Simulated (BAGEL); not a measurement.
# C4H7NO (2-methyloxazoline): HF/cc-pVDZ (density fitting with cc-pvqz-jkfit)

Aim: the vertical singlet–triplet gap of C4H7NO (2-methyloxazoline) at HF/cc-pVDZ (density fitting with cc-pvqz-jkfit), from 2 runs. 

The calculation is run with BAGEL 1.2.2.

## (1) Starting point

The species is C4H7NO (13 atoms), meant as a singlet with charge 0. SMILES: `CC1=NCCO1`. The shape is that of a PBE0-D4/def2-TZVP optimisation.

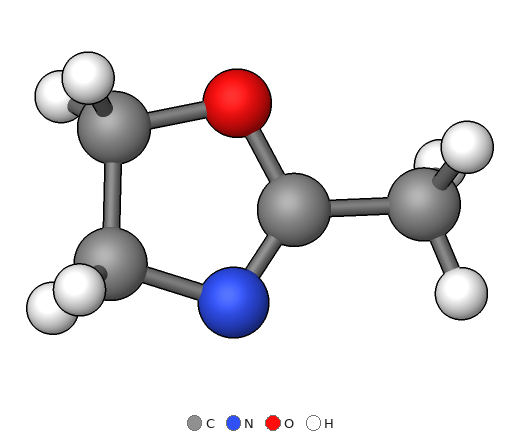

Viewed from a chosen angle; carbon grey, nitrogen blue, oxygen red, hydrogen white.

## (2) A single-point energy at HF/cc-pVDZ (density fitting with cc-pvqz-jkfit)

Input file input.json:

```json
{ "bagel" : [

{
  "title" : "molecule",
  "basis" : "cc-pvdz.json",
  "df_basis" : "cc-pvqz-jkfit",
  "angstrom" : true,
  "geometry" : [
    { "atom" : "C", "xyz" : [      -1.359820,      -0.816450,       1.439010 ] },
    { "atom" : "C", "xyz" : [      -0.377510,      -0.344290,       0.437550 ] },
    { "atom" : "N", "xyz" : [       0.524080,      -1.035830,      -0.117470 ] },
    { "atom" : "C", "xyz" : [       1.239190,      -0.145560,      -1.023300 ] },
    { "atom" : "C", "xyz" : [       0.543370,       1.217660,      -0.863660 ] },
    { "atom" : "O", "xyz" : [      -0.484280,       0.966720,       0.105630 ] },
    { "atom" : "H", "xyz" : [      -1.197090,      -1.872220,       1.640680 ] },
    { "atom" : "H", "xyz" : [      -2.375960,      -0.662720,       1.069020 ] },
    { "atom" : "H", "xyz" : [      -1.258220,      -0.243200,       2.363190 ] },
    { "atom" : "H", "xyz" : [       2.297590,      -0.110470,      -0.751630 ] },
    { "atom" : "H", "xyz" : [       1.180300,      -0.529250,      -2.045330 ] },
    { "atom" : "H", "xyz" : [       0.070050,       1.576310,      -1.779680 ] },
    { "atom" : "H", "xyz" : [       1.198290,       1.999320,      -0.474030 ] }
  ]
},

{
  "title" : "hf"
},

{
  "title" : "print",
  "file" : "orbitals.molden",
  "orbitals" : true
}

]}
```

The basis set cc-pVDZ is read from a file made from the Basis Set Exchange's data (not shown).

Launch:

```console
$ BAGEL_NUM_THREADS=1 BAGEL input.json > input.out
```

Standard output:

```text
* using 1 threads per process

  ===============================================================
  ===============================================================

  *** Geometry ***

  { "atom" : "C", "xyz" : [     -2.569687,     -1.542867,      2.719335 ] },
  { "atom" : "C", "xyz" : [     -0.713391,     -0.650614,      0.826850 ] },
  { "atom" : "N", "xyz" : [      0.990368,     -1.957435,     -0.221986 ] },
  { "atom" : "C", "xyz" : [      2.341730,     -0.275069,     -1.933757 ] },
  { "atom" : "C", "xyz" : [      1.026820,      2.301044,     -1.632081 ] },
  { "atom" : "O", "xyz" : [     -0.915157,      1.826836,      0.199612 ] },
  { "atom" : "H", "xyz" : [     -2.262172,     -3.537983,      3.100436 ] },
  { "atom" : "H", "xyz" : [     -4.489914,     -1.252359,      2.020155 ] },
  { "atom" : "H", "xyz" : [     -2.377691,     -0.459581,      4.465782 ] },
  { "atom" : "H", "xyz" : [      4.341816,     -0.208758,     -1.420375 ] },
  { "atom" : "H", "xyz" : [      2.230444,     -1.000138,     -3.865114 ] },
  { "atom" : "H", "xyz" : [      0.132375,      2.978794,     -3.363108 ] },
  { "atom" : "H", "xyz" : [      2.264440,      3.778167,     -0.895787 ] },

  Number of auxiliary basis functions:      993

  Since a DF basis is specified, we compute 2- and 3-index integrals:
    o Being stored without compression. Storage requirement is 0.112 GB

  Number of basis functions:      119
  Number of electrons      :       46

    * METHOD: MOLECULE                             1.27

  *** RHF ***

  === Nuclear Repulsion ===
   242.3778604391

      * DIIS with orbital gradients will be used.

  === RHF iteration (cc-pvdz.json) ===
      0       -284.64401366          0.01152200           0.28
      1       -284.82512067          0.00646844           0.27
      2       -284.86805505          0.00150176           0.28
      3       -284.87141110          0.00052824           0.28
      4       -284.87173427          0.00011656           0.28
      5       -284.87177494          0.00007255           0.28
      6       -284.87178546          0.00003137           0.27
      7       -284.87179015          0.00001015           0.28
      8       -284.87179047          0.00000345           0.28
      9       -284.87179049          0.00000168           0.27
     10       -284.87179050          0.00000056           0.27
     11       -284.87179050          0.00000024           0.28
     12       -284.87179050          0.00000010           0.28
     13       -284.87179050          0.00000004           0.28
     14       -284.87179050          0.00000002           0.28
     15       -284.87179050          0.00000001           0.28
    * SCF iteration converged.

    * Permanent dipole moment:
           (    0.015257,    -0.494530,     0.147011) a.u.

    * METHOD: HF                                   4.96

    * METHOD: PRINT                                0.02

  ===============================================================
```

Run time: 6.6 s. Hardware: 1 thread of Arm Neoverse V2, shared host; peak memory 0.32 GiB.

## (3) The triplet

input.json: that of step 2 with these lines changed.

```diff
@@ -24,11 +24,5 @@
 
-{
-  "title" : "hf"
-},
+{ "title" : "uhf", "nopen" : 2 },
 
-{
-  "title" : "print",
-  "file" : "orbitals.molden",
-  "orbitals" : true
-}
+{ "title" : "print", "file" : "orbitals.molden", "orbitals" : true }
```

The basis set cc-pVDZ is read from a file made from the Basis Set Exchange's data (not shown).

Launch:

```console
$ BAGEL_NUM_THREADS=1 BAGEL input.json > input.out
```

Standard output:

```text
* using 1 threads per process

  ===============================================================
  ===============================================================

  *** Geometry ***

  { "atom" : "C", "xyz" : [     -2.569687,     -1.542867,      2.719335 ] },
  { "atom" : "C", "xyz" : [     -0.713391,     -0.650614,      0.826850 ] },
  { "atom" : "N", "xyz" : [      0.990368,     -1.957435,     -0.221986 ] },
  { "atom" : "C", "xyz" : [      2.341730,     -0.275069,     -1.933757 ] },
  { "atom" : "C", "xyz" : [      1.026820,      2.301044,     -1.632081 ] },
  { "atom" : "O", "xyz" : [     -0.915157,      1.826836,      0.199612 ] },
  { "atom" : "H", "xyz" : [     -2.262172,     -3.537983,      3.100436 ] },
  { "atom" : "H", "xyz" : [     -4.489914,     -1.252359,      2.020155 ] },
  { "atom" : "H", "xyz" : [     -2.377691,     -0.459581,      4.465782 ] },
  { "atom" : "H", "xyz" : [      4.341816,     -0.208758,     -1.420375 ] },
  { "atom" : "H", "xyz" : [      2.230444,     -1.000138,     -3.865114 ] },
  { "atom" : "H", "xyz" : [      0.132375,      2.978794,     -3.363108 ] },
  { "atom" : "H", "xyz" : [      2.264440,      3.778167,     -0.895787 ] },

  Number of auxiliary basis functions:      993

  Since a DF basis is specified, we compute 2- and 3-index integrals:
    o Being stored without compression. Storage requirement is 0.112 GB

  Number of basis functions:      119
  Number of electrons      :       46

    * METHOD: MOLECULE                             1.23

  *** Open-shell HF ***

  === Nuclear Repulsion ===
   242.3778604391

      * DIIS with orbital gradients will be used.

  === UHF iteration (cc-pvdz.json) ===
      0       -284.36976408          0.02449250           0.54
      1       -284.60503827          0.01695968           0.53
      2       -284.67756684          0.00873895           0.53
      3       -284.70625097          0.00228607           0.53
      4       -284.71250358          0.00089870           0.53
      5       -284.71344959          0.00040416           0.53
      6       -284.71375940          0.00019929           0.53
      7       -284.71383716          0.00011341           0.53
      8       -284.71386581          0.00006498           0.53
      9       -284.71388010          0.00002344           0.53
     10       -284.71388158          0.00000802           0.53
     11       -284.71388178          0.00000295           0.53
     12       -284.71388186          0.00000133           0.52
     13       -284.71388190          0.00000057           0.53
     14       -284.71388191          0.00000027           0.52
     15       -284.71388192          0.00000014           0.52
     16       -284.71388192          0.00000005           0.52
     17       -284.71388192          0.00000002           0.52
     18       -284.71388192          0.00000001           0.53
     19       -284.71388192          0.00000001           0.52
     20       -284.71388192          0.00000001           0.52
     21       -284.71388192          0.00000001           0.52
    * SCF iteration converged.

    * S^2 (UHF) is 2.0237

    * Permanent dipole moment:
           (   -0.564065,    -0.353601,     0.601772) a.u.

    * METHOD: UHF                                 12.12

    * METHOD: PRINT                                0.02

  ===============================================================
```

Wall time 14 s (1 thread of Arm Neoverse V2, shared host); peak memory 0.32 GiB.

## (4) What came out

Level: HF/cc-pVDZ (density fitting with cc-pvqz-jkfit).

| quantity | value |
| --- | --- |
| singlet: total energy | -284.87179 Eh |
| singlet: dipole moment | 1.31 D |
| singlet: HOMO energy | -10.00 eV |
| singlet: LUMO energy | 5.02 eV |
| singlet: HOMO–LUMO gap | 15.02 eV |
| triplet: total energy | -284.71388 Eh |
| triplet: dipole moment | 2.28 D |
| triplet: ⟨S²⟩ | 2.024 |
| vertical energy of the triplet above the singlet | 4.297 eV |

In words: At this shape the triplet lies 4.30 eV (415 kJ/mol) above the singlet.
